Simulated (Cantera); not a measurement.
A closed system holds: 1 mol n-butane, 2.3 mol H2, at 338 Torr.

Cantera equilibrium calculation (NASA polynomials, part measured and part estimated; ideal gas, pure solids and liquids). Candidate condensed phases: C, C6H6, C7H8, C8H18; 76 gas species. Rates play no part.

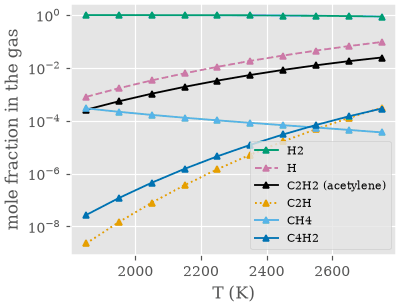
Equilibrium gas composition (values under 1e-9 drawn at 1e-9)

From 1850 K to 2750 K the condensed part is C(graphite). The main C-bearing gas is C2H2 (acetylene) throughout.
